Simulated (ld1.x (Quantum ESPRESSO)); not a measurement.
# A TM potential for cobalt, from input to tests

Task: generate the file, and judge it by its errors in other configurations, its logarithmic derivatives, its ghosts and its cutoff.

Method: ld1.x (Quantum ESPRESSO) 7.5, PBE, scalar-relativistic.

### 1 The design

The settings as typed:

```
element                 : cobalt (Co, Z = 27)
type                    : norm-conserving Troullier–Martins (Kleinman–Bylander form)
frozen core             : [Ar]
valence charge          : 9
reference configuration : 3d7 4s2 4p0
partial waves           : 4s (bound): rc 1.80 bohr; 4p (bound, empty): rc 3.20 bohr; 3d (bound): rc 1.35 bohr
local potential         : all-electron potential smoothed inside 1.70 bohr (lloc = -1)
core correction         : Bessel-smoothed model core inside 1.00 bohr
```

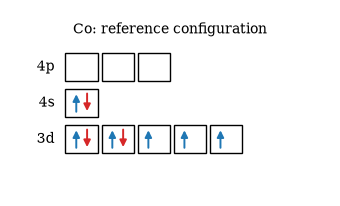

The outer shells as boxes. The arrows follow Hund's rule for the drawing; the calculation itself is spin-unpolarised.

An earlier all-electron run gives the scale for the radii.

All-electron outer shells of the reference configuration (PBE, scalar-relativistic, ld1.x):

```
shell  level (eV)  outermost node (bohr)  outermost maximum (bohr)
   3s     -102.40                   0.31                      0.66
   3p      -65.64                   0.28                      0.68
   3d       -8.20                      –                      0.66
   4s       -5.47                   0.96                      2.32
   4p       -1.28                   1.05                      3.25
```

### 2 The generation run

Co.in reads:

```
 &input
   title='Co', zed=27., rel=1, dft='PBE', iswitch=3,
   config='[Ar] 3d7 4s2 4p0',
   nld=3, rlderiv=3.50, eminld=-3.0, emaxld=5.0, deld=0.02
 /
 &inputp
   pseudotype=2, tm=.true., lloc=-1, rcloc=1.70,
   nlcc=.true., new_core_ps=.true., rcore=1.00,
   file_pseudopw='Co.UPF', file_wfcaegen='ae.wfc', file_wfcncgen='nc.wfc', file_beta='beta', file_chi='chi'
 /
3
4S  1  0   2.00   0.00  1.80  1.80  0.0
4P  2  1   0.00   0.00  3.20  3.20  0.0
3D  3  2   7.00   0.00  1.35  1.35  0.0
 &test
   configts(1)='3d7 4s2 4p0'
 /
```

Started as:

```sh
ld1.x < Co.in > Co.out
```

Output in Co.out (without the banner and most projector matrices):

```text
     Program LD1 v.7.5
     --------------------------- All-electron run ----------------------------

     Co
     scalar relativistic calculation

     atomic number is 27.00
     dft =PBE   lsd =0 sic =0 latt =0  beta=0.20 tr2=1.0E-14
     Exchange-correlation= PBE
                           (   1   4   3   4   0   0   0)
     mesh =1193 r(mesh) =  99.89935 a.u. xmin = -7.00 dx = 0.01250
     1 Ry =  13.60569312 eV, c = 137.03599908

     n l     nl                  e(Ry)          e(Ha)          e(eV)
     1 0     1S 1( 2.00)      -558.0826      -279.0413     -7593.1006
     2 0     2S 1( 2.00)       -66.0755       -33.0378      -899.0036
     2 1     2P 1( 6.00)       -56.5897       -28.2948      -769.9416
     3 0     3S 1( 2.00)        -7.5266        -3.7633      -102.4044
     3 1     3P 1( 6.00)        -4.8242        -2.4121       -65.6364
     3 2     3D 1( 7.00)        -0.6030        -0.3015        -8.2040
     4 0     4S 1( 2.00)        -0.4020        -0.2010        -5.4697
     4 1     4P 1( 0.00)        -0.0938        -0.0469        -1.2766

     final scf error:  8.6E-15 reached in  32 iterations

     Etot =   -2786.294851 Ry,   -1393.147426 Ha,  -37909.472698 eV

     Ekin =    2822.267919 Ry,    1411.133959 Ha,   38398.911213 eV
     Encl =   -6674.713191 Ry,   -3337.356595 Ha,  -90814.099355 eV
     Eh   =    1184.776043 Ry,     592.388022 Ha,   16119.699266 eV
     Exc  =    -118.625623 Ry,     -59.312811 Ha,   -1613.983821 eV

     normalization and overlap integrals

     s(1S/1S) =  1.000000  <r> =   0.0562  <r2> =    0.0042  r(max) =   0.0366
     s(2S/2S) =  1.000000  <r> =   0.2555  <r2> =    0.0770  r(max) =   0.2131
     s(2P/2P) =  1.000000  <r> =   0.2250  <r2> =    0.0622  r(max) =   0.1723
     s(3S/3S) =  1.000000  <r> =   0.7736  <r2> =    0.6913  r(max) =   0.6648
     s(3P/3P) =  1.000000  <r> =   0.8160  <r2> =    0.7864  r(max) =   0.6816
     s(3D/3D) =  1.000000  <r> =   1.0711  <r2> =    1.5569  r(max) =   0.6648
     s(4S/4S) =  1.000000  <r> =   2.8937  <r2> =    9.7888  r(max) =   2.3202
     s(4P/4P) =  1.000000  <r> =   4.4224  <r2> =   23.7598  r(max) =   3.2517

     ------------------------ End of All-electron run ------------------------

     --------------------- Generating NC pseudopotential ---------------------

      Generating local potential from pseudized AE potential:
      Matching radius rcloc =   1.7000

      Local pseudo, rcloc= 1.698 Estimated cut-off energy=     8.59 Ry

      Computing core charge for nlcc:

       r > 1.00 : true rho core
      Core charge pseudized with two Bessel functions
      Integrated core pseudo-charge :  10.37

      Wfc   4S  rcut= 1.785  Using Troullier-Martins method

      Wfc   4P  rcut= 3.171  Using Troullier-Martins method

      Wfc   3D  rcut= 1.355  Using Troullier-Martins method

     ------------------- End of pseudopotential generation -------------------

     [... the all-electron block is printed once more ...]


     Computing logarithmic derivative in   3.48313
     Computing logarithmic derivative in   3.48313
     Computing the partial wave expansion
     R is outside the sphere for l=    0 j= 0.00
     R is outside the sphere for l=    1 j= 0.00
     R is outside the sphere for l=    2 j= 0.00

     ---------------------- Testing the pseudopotential ----------------------

     Co
     scalar relativistic calculation

     atomic number is 27.00   valence charge is  9.00
     dft =PBE   lsd =0 sic =0 latt =0  beta=0.20 tr2=1.0E-14
     mesh =1193 r(mesh) =  99.89935 xmin = -7.00 dx = 0.01250

     n l     nl             e AE (Ry)        e PS (Ry)    De AE-PS (Ry)
     3 2     3D   1( 7.00)       -0.60298       -0.60299        0.00001
     1 0     4S   1( 2.00)       -0.40202       -0.40202       -0.00000
     2 1     4P   1( 0.00)       -0.09383       -0.09383        0.00000

     eps = 6.1E-15  iter =  7

     Etot =   -2786.294851 Ry,   -1393.147426 Ha,  -37909.472698 eV
     Etotps =   -79.404236 Ry,     -39.702118 Ha,   -1080.349673 eV

     Ekin =      90.560506 Ry,      45.280253 Ha,    1232.138454 eV
     Encl =    -134.156122 Ry,     -67.078061 Ha,   -1825.287021 eV
     Ehrt =      54.323929 Ry,      27.161964 Ha,     739.114701 eV
     Ecxc =     -37.210425 Ry,     -18.605213 Ha,    -506.273624 eV
     (Ecc =     -21.450255 Ry,     -10.725127 Ha,    -291.845586 eV)
     Epseu=     -52.922124 Ry,     -26.461062 Ha,    -720.042184 eV

     ---------------------- End of pseudopotential test ----------------------
```

Run time: 2.1 s. Hardware: 1 thread of Neoverse-V1, shared host. (Generation and the later configuration tests together.)

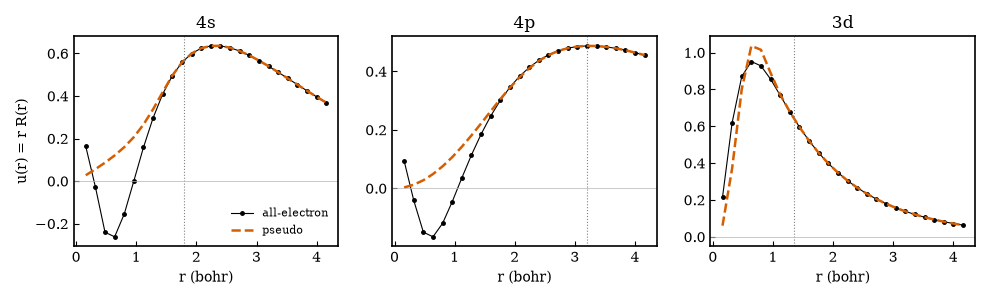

Bound waves of the atom and their pseudo partners (4s, 4p, 3d), with the matching radii dotted. The curves join 26 sampled radii, too few to resolve the innermost nodes.

### 3 Configuration tests

Co.test.in reads:

```
 &input
   title='Co', zed=27., rel=1, dft='PBE', iswitch=2,
   config='[Ar] 3d7 4s2 4p0'
 /
 &test
   file_pseudo='Co.UPF', nconf=8,
   configts(1)='3d7 4s2 4p0',
   configts(2)='3d7 4s1 4p0',
   configts(3)='3d7 4s0 4p0',
   configts(4)='3d6 4s0 4p0',
   configts(5)='3d7 4s1 4p1',
   configts(6)='3d7.5 4s1.5 4p0',
   configts(7)='3d8 4s0 4p0',
   configts(8)='3d8 4s1 4p0'
 /
```

Started as:

```sh
ld1.x < Co.test.in > Co.test.out
```

Co.test.out, the pseudopotential blocks, each with the warnings that came before it:

```text
     ---------------------- Testing the pseudopotential ----------------------

     Co
     scalar relativistic calculation

     atomic number is 27.00   valence charge is  9.00
     dft =PBE   lsd =0 sic =0 latt =0  beta=0.20 tr2=1.0E-14
     mesh =1193 r(mesh) =  99.89935 xmin = -7.00 dx = 0.01250

     n l     nl             e AE (Ry)        e PS (Ry)    De AE-PS (Ry)
     3 2     3D   1( 7.00)       -0.60298       -0.60299        0.00000
     1 0     4S   1( 2.00)       -0.40202       -0.40202       -0.00000
     2 1     4P   1( 0.00)       -0.09383       -0.09383        0.00000

     eps = 7.8E-17  iter =  6

     Etot =   -2786.294851 Ry,   -1393.147426 Ha,  -37909.472698 eV
     Etotps =   -79.404236 Ry,     -39.702118 Ha,   -1080.349667 eV

     Ekin =      90.560507 Ry,      45.280254 Ha,    1232.138470 eV
     Encl =    -134.156122 Ry,     -67.078061 Ha,   -1825.287027 eV
     Ehrt =      54.323929 Ry,      27.161964 Ha,     739.114705 eV
     Ecxc =     -37.210425 Ry,     -18.605213 Ha,    -506.273625 eV
     (Ecc =     -21.450255 Ry,     -10.725127 Ha,    -291.845586 eV)
     Epseu=     -52.922125 Ry,     -26.461062 Ha,    -720.042190 eV

     ---------------------- End of pseudopotential test ----------------------

     ---------------------- Testing the pseudopotential ----------------------

     Co
     scalar relativistic calculation

     atomic number is 27.00   valence charge is  9.00
     dft =PBE   lsd =0 sic =0 latt =0  beta=0.20 tr2=1.0E-14
     mesh =1193 r(mesh) =  99.89935 xmin = -7.00 dx = 0.01250

     n l     nl             e AE (Ry)        e PS (Ry)    De AE-PS (Ry)
     3 2     3D   1( 7.00)       -1.24646       -1.23957       -0.00689  !
     1 0     4S   1( 1.00)       -0.93803       -0.93869        0.00066
     2 1     4P   1( 0.00)       -0.54886       -0.54972        0.00085

     eps = 2.3E-15  iter = 11

     Etot =   -2785.631149 Ry,   -1392.815574 Ha,  -37900.442564 eV
     Etotps =   -78.740293 Ry,     -39.370146 Ha,   -1071.316262 eV
     dEtot_ae =       0.663703 Ry
     dEtot_ps =       0.663943 Ry,   Delta E=      -0.000240 Ry

     Ekin =      91.265763 Ry,      45.632882 Ha,    1241.733967 eV
     Encl =    -128.395873 Ry,     -64.197936 Ha,   -1746.914842 eV
     Ehrt =      48.943019 Ry,      24.471509 Ha,     665.903693 eV
     Ecxc =     -36.867220 Ry,     -18.433610 Ha,    -501.604087 eV
     (Ecc =     -21.450255 Ry,     -10.725127 Ha,    -291.845586 eV)
     Epseu=     -53.685982 Ry,     -26.842991 Ha,    -730.434993 eV

     ---------------------- End of pseudopotential test ----------------------

     ---------------------- Testing the pseudopotential ----------------------

     Co
     scalar relativistic calculation

     atomic number is 27.00   valence charge is  9.00
     dft =PBE   lsd =0 sic =0 latt =0  beta=0.20 tr2=1.0E-14
     mesh =1193 r(mesh) =  99.89935 xmin = -7.00 dx = 0.01250

     n l     nl             e AE (Ry)        e PS (Ry)    De AE-PS (Ry)
     3 2     3D   1( 7.00)       -1.98916       -1.98160       -0.00756  !
     1 0     4S   1( 0.00)       -1.53869       -1.54544        0.00674  !
     2 1     4P   1( 0.00)       -1.07841       -1.08527        0.00686  !

     eps = 6.1E-15  iter =  9

     Etot =   -2784.397424 Ry,   -1392.198712 Ha,  -37883.656885 eV
     Etotps =   -77.503676 Ry,     -38.751838 Ha,   -1054.491226 eV
     dEtot_ae =       1.897427 Ry
     dEtot_ps =       1.900560 Ry,   Delta E=      -0.003133 Ry

     Ekin =      92.369911 Ry,      46.184955 Ha,    1256.756656 eV
     Encl =    -121.606684 Ry,     -60.803342 Ha,   -1654.543219 eV
     Ehrt =      43.333743 Ry,      21.666872 Ha,     589.585610 eV
     Ecxc =     -36.499322 Ry,     -18.249661 Ha,    -496.598576 eV
     (Ecc =     -21.450255 Ry,     -10.725127 Ha,    -291.845586 eV)
     Epseu=     -55.101323 Ry,     -27.550662 Ha,    -749.691697 eV

     ---------------------- End of pseudopotential test ----------------------

     Warning: n=1, l=0 expected 0 nodes, found 1
     ---------------------- Testing the pseudopotential ----------------------

     Co
     scalar relativistic calculation

     atomic number is 27.00   valence charge is  9.00
     dft =PBE   lsd =0 sic =0 latt =0  beta=0.20 tr2=1.0E-14
     mesh =1193 r(mesh) =  99.89935 xmin = -7.00 dx = 0.01250

     n l     nl             e AE (Ry)        e PS (Ry)    De AE-PS (Ry)
     3 2     3D   1( 6.00)       -3.31966       -3.35599        0.03633  !
     1 0     4S   1( 0.00)       -2.38146       -2.57053        0.18907  !
     2 1     4P   1( 0.00)       -1.82341       -1.84804        0.02463  !

     eps = 1.3E-16  iter =  9

     Etot =   -2781.761040 Ry,   -1390.880520 Ha,  -37847.787048 eV
     Etotps =   -74.856028 Ry,     -37.428014 Ha,   -1018.468150 eV
     dEtot_ae =       4.533812 Ry
     dEtot_ps =       4.548208 Ry,   Delta E=      -0.014396 Ry

     Ekin =      86.599973 Ry,      43.299986 Ha,    1178.252653 eV
     Encl =    -108.293856 Ry,     -54.146928 Ha,   -1473.412969 eV
     Ehrt =      34.207968 Ry,      17.103984 Ha,     465.423119 eV
     Ecxc =     -35.070689 Ry,     -17.535345 Ha,    -477.161038 eV
     (Ecc =     -21.450255 Ry,     -10.725127 Ha,    -291.845586 eV)
     Epseu=     -52.299424 Ry,     -26.149712 Ha,    -711.569916 eV

     ---------------------- End of pseudopotential test ----------------------

     ---------------------- Testing the pseudopotential ----------------------

     Co
     scalar relativistic calculation

     atomic number is 27.00   valence charge is  9.00
     dft =PBE   lsd =0 sic =0 latt =0  beta=0.20 tr2=1.0E-14
     mesh =1193 r(mesh) =  99.89935 xmin = -7.00 dx = 0.01250

     n l     nl             e AE (Ry)        e PS (Ry)    De AE-PS (Ry)
     3 2     3D   1( 7.00)       -0.73593       -0.73316       -0.00276
     1 0     4S   1( 1.00)       -0.48673       -0.48658       -0.00015
     2 1     4P   1( 1.00)       -0.15575       -0.15572       -0.00004

     eps = 3.1E-15  iter =  9

     Etot =   -2785.975082 Ry,   -1392.987541 Ha,  -37905.122020 eV
     Etotps =   -79.084493 Ry,     -39.542247 Ha,   -1075.999346 eV
     dEtot_ae =       0.319769 Ry
     dEtot_ps =       0.319743 Ry,   Delta E=       0.000026 Ry

     Ekin =      91.236192 Ry,      45.618096 Ha,    1241.331634 eV
     Encl =    -132.949138 Ry,     -66.474569 Ha,   -1808.865174 eV
     Ehrt =      53.215305 Ry,      26.607653 Ha,     724.031110 eV
     Ecxc =     -37.117655 Ry,     -18.558828 Ha,    -505.011428 eV
     (Ecc =     -21.450255 Ry,     -10.725127 Ha,    -291.845586 eV)
     Epseu=     -53.469197 Ry,     -26.734599 Ha,    -727.485489 eV

     ---------------------- End of pseudopotential test ----------------------

     ---------------------- Testing the pseudopotential ----------------------

     Co
     scalar relativistic calculation

     atomic number is 27.00   valence charge is  9.00
     dft =PBE   lsd =0 sic =0 latt =0  beta=0.20 tr2=1.0E-14
     mesh =1193 r(mesh) =  99.89935 xmin = -7.00 dx = 0.01250

     n l     nl             e AE (Ry)        e PS (Ry)    De AE-PS (Ry)
     3 2     3D   1( 7.50)       -0.44423       -0.43828       -0.00595  !
     1 0     4S   1( 1.50)       -0.35944       -0.36241        0.00297
     2 1     4P   1( 0.00)       -0.07538       -0.07656        0.00118

     eps = 8.0E-15  iter = 10

     Etot =   -2786.365447 Ry,   -1393.182723 Ha,  -37910.433198 eV
     Etotps =   -79.472520 Ry,     -39.736260 Ha,   -1081.278724 eV
     dEtot_ae =      -0.070595 Ry
     dEtot_ps =      -0.068284 Ry,   Delta E=      -0.002311 Ry

     Ekin =      92.673407 Ry,      46.336704 Ha,    1260.885939 eV
     Encl =    -135.978963 Ry,     -67.989481 Ha,   -1850.088036 eV
     Ehrt =      55.612304 Ry,      27.806152 Ha,     756.643940 eV
     Ecxc =     -37.500240 Ry,     -18.750120 Ha,    -510.216754 eV
     (Ecc =     -21.450255 Ry,     -10.725127 Ha,    -291.845586 eV)
     Epseu=     -54.279029 Ry,     -27.139515 Ha,    -738.503813 eV

     ---------------------- End of pseudopotential test ----------------------

     ---------------------- Testing the pseudopotential ----------------------

     Co
     scalar relativistic calculation

     atomic number is 27.00   valence charge is  9.00
     dft =PBE   lsd =0 sic =0 latt =0  beta=0.20 tr2=1.0E-14
     mesh =1193 r(mesh) =  99.89935 xmin = -7.00 dx = 0.01250

     n l     nl             e AE (Ry)        e PS (Ry)    De AE-PS (Ry)
     3 2     3D   1( 8.00)       -0.89978       -0.88550       -0.01428  !
     1 0     4S   1( 0.00)       -0.82023       -0.83022        0.00999  !
     2 1     4P   1( 0.00)       -0.46842       -0.47598        0.00756  !

     eps = 5.5E-16  iter = 11

     Etot =   -2785.819239 Ry,   -1392.909620 Ha,  -37903.001666 eV
     Etotps =   -78.911904 Ry,     -39.455952 Ha,   -1073.651145 eV
     dEtot_ae =       0.475612 Ry
     dEtot_ps =       0.492332 Ry,   Delta E=      -0.016720 Ry

     Ekin =      95.430273 Ry,      47.715136 Ha,    1298.395008 eV
     Encl =    -132.290476 Ry,     -66.145238 Ha,   -1799.903626 eV
     Ehrt =      51.719136 Ry,      25.859568 Ha,     703.674689 eV
     Ecxc =     -37.507161 Ry,     -18.753580 Ha,    -510.310919 eV
     (Ecc =     -21.450255 Ry,     -10.725127 Ha,    -291.845586 eV)
     Epseu=     -56.263675 Ry,     -28.131838 Ha,    -765.506297 eV

     ---------------------- End of pseudopotential test ----------------------

     ---------------------- Testing the pseudopotential ----------------------

     Co
     scalar relativistic calculation

     atomic number is 27.00   valence charge is  9.00
     dft =PBE   lsd =0 sic =0 latt =0  beta=0.20 tr2=1.0E-14
     mesh =1193 r(mesh) =  99.89935 xmin = -7.00 dx = 0.01250

     n l     nl             e AE (Ry)        e PS (Ry)    De AE-PS (Ry)
     3 2     3D   1( 8.00)       -0.31141       -0.30321       -0.00820  !
     1 0     4S   1( 1.00)       -0.32150       -0.32794        0.00644  !
     2 1     4P   1( 0.00)       -0.05948       -0.06186        0.00238

     eps = 1.6E-15  iter = 11

     Etot =   -2786.383253 Ry,   -1393.191627 Ha,  -37910.675469 eV
     Etotps =   -79.484234 Ry,     -39.742117 Ha,   -1081.438090 eV
     dEtot_ae =      -0.088402 Ry
     dEtot_ps =      -0.079998 Ry,   Delta E=      -0.008404 Ry

     Ekin =      94.238699 Ry,      47.119350 Ha,    1282.182824 eV
     Encl =    -137.505088 Ry,     -68.752544 Ha,   -1870.852032 eV
     Ehrt =      56.725429 Ry,      28.362715 Ha,     771.788785 eV
     Ecxc =     -37.738377 Ry,     -18.869189 Ha,    -513.456782 eV
     (Ecc =     -21.450255 Ry,     -10.725127 Ha,    -291.845586 eV)
     Epseu=     -55.204897 Ry,     -27.602448 Ha,    -751.100885 eV

     ---------------------- End of pseudopotential test ----------------------
```

Energies count from the reference configuration 3d7 4s2 4p0; the error is all-electron less pseudo. A star marks tests that logged a warning. The frozen-core shift comes from a second all-electron run, not shown, with the core orbitals held at their reference shape; it is that run's ΔE less the relaxed one.

```csv
valence configuration,charge,ΔE all-electron (eV),error AE − PS (meV),frozen-core shift (meV)
3d7 4s1 4p0,+1,9.030,-3.3,+2.4
3d7 4s0 4p0,+2,25.816,-43,+9.5
3d6 4s0 4p0 *,+3,61.686,-196,+240
3d7 4s1 4p1,0,4.351,+0.4,+0.9
3d7.5 4s1.5 4p0,0,-0.960,-31,+22
3d8 4s0 4p0,+1,6.471,-227,+107
3d8 4s1 4p0,0,-1.203,-114,+69
```

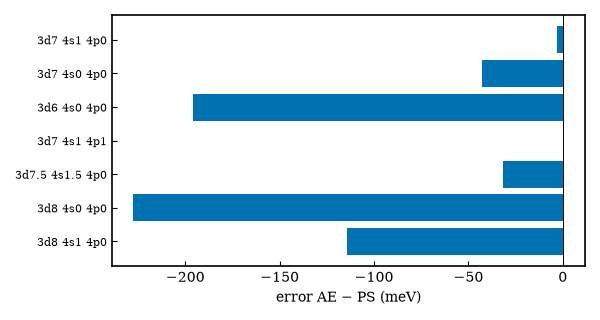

Error of the potential in each test configuration.

### 4 Scattering by logarithmic derivatives

Taken from the files of the generation run. The phase is arctan(r·u′/u) with u = r·R, unwrapped, with energies in Ry. A pole is an energy at which the radial function vanishes at the test radius. The pseudo phase is shifted by a multiple of π to meet the all-electron one at the reference energy. Levels narrower than the energy grid can be missing from the poles. The last column is the largest difference on the grid between −1 and +1 Ry.

| channel | radius (bohr) | reference (Ry) | poles AE | poles PS | energies with phases within 0.05 rad (Ry) | largest difference near zero (rad) |
| --- | --- | --- | --- | --- | --- | --- |
| s | 3.48 | -0.40 | 0.10, 4.07 | 0.07, 0.53, 4.34 | below 0.3 | 3.078 |
| p | 3.48 | -0.09 | 0.79, 4.84 | 0.76, 3.07 | below 1.4 | 0.011 |
| d | 3.48 | -0.60 | -0.58, 2.04 | -0.58, 2.10 | below 3.2 | 0.041 |

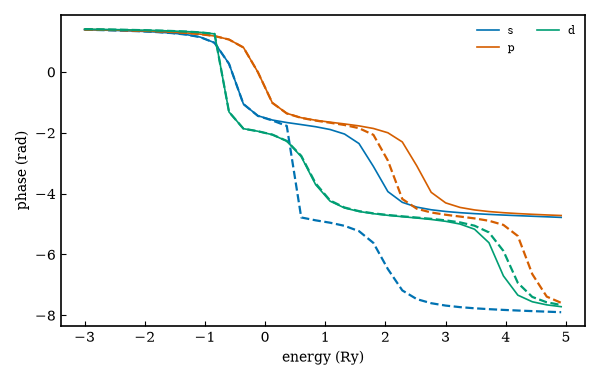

All-electron (solid) and pseudo (dashed) phases against energy.

### 5 Cutoff and ghost test in a Bessel basis

A separate test, outside the generator: the pseudo-atom's Hamiltonian at the reference potential is diagonalised in spherical Bessel functions j_l(qr) that vanish at 20 bohr, with q² up to the cutoff.

All-electron valence levels (Ry): 4s -0.4020, 4p -0.0938, 3d -0.6030. The lowest levels of each channel (Ry) by cutoff; the last column sums, over occupied levels, occupation times the distance from the level at 400 Ry. A positive value is a state of the box, at any cutoff.

| cutoff (Ry) | s #1 | p #1 | d #1 | f #1 | Σ f·Δε (mRy) |
| --- | --- | --- | --- | --- | --- |
| 8 | -0.3971 | -0.0937 | 0.0598 | 0.1121 | 4649.0 |
| 15 | -0.3993 | -0.0938 | 0.0595 | 0.1121 | 4642.7 |
| 25 | -0.4013 | -0.0938 | 0.0591 | 0.1121 | 4635.9 |
| 40 | -0.4017 | -0.0938 | 0.0573 | 0.1121 | 4622.4 |
| 55 | -0.4019 | -0.0938 | -0.0283 | 0.1121 | 4023.2 |
| 70 | -0.4020 | -0.0938 | -0.3406 | 0.1121 | 1836.8 |
| 100 | -0.4020 | -0.0938 | -0.5788 | 0.1121 | 169.5 |
| 140 | -0.4020 | -0.0938 | -0.6026 | 0.1121 | 2.5 |
| 200 | -0.4020 | -0.0938 | -0.6028 | 0.1121 | 1.3 |
| 230 | -0.4020 | -0.0938 | -0.6029 | 0.1121 | 0.6 |
| 300 | -0.4020 | -0.0938 | -0.6030 | 0.1121 | 0.1 |
| 400 | -0.4020 | -0.0938 | -0.6030 | 0.1121 | 0.0 |

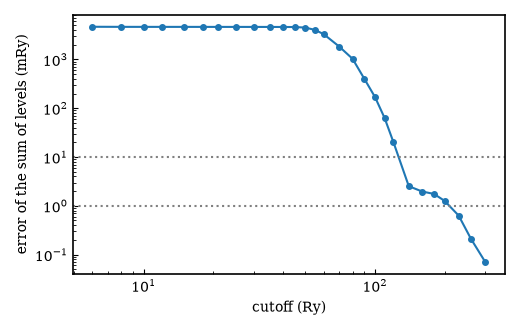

Occupation-weighted error of the valence levels against the cutoff; the dotted lines mark 10 and 1 mRy.

The sum stays within 10 mRy from 140 Ry and within 1 mRy from 230 Ry. The sum leaves out empty levels, which can need more. Ghost test: no level below the all-electron spectrum of its channel (s, p, d, f tested).

### 6 Summary of results

| quantity | value |
| --- | --- |
| cutoffs for 10 and 1 mRy, occupied levels | 140 Ry and 230 Ry |
| bound ghosts | none found |
| largest test error (AE − PS) | -227 meV, for 3d8 4s0 4p0 |
| largest phase difference near zero energy, channels read | 3.078 rad |

In words: By total energies transferability is poor: the largest error is 227 meV on 6.5 eV, for 3d8 4s0 4p0. By its cutoff, 140 Ry for the looser tolerance, it is very hard. The slowest level is 3d: taken alone it needs 140 Ry to come within 1 mRy, against 25 Ry for 4s. No bound ghost shows. The s channel scatters worst near zero energy, by up to 3.08 rad. The pseudo curves have a pole that the atom lacks: s at 0.53 Ry. At positive energy this is a spurious resonance, even with no bound ghost.
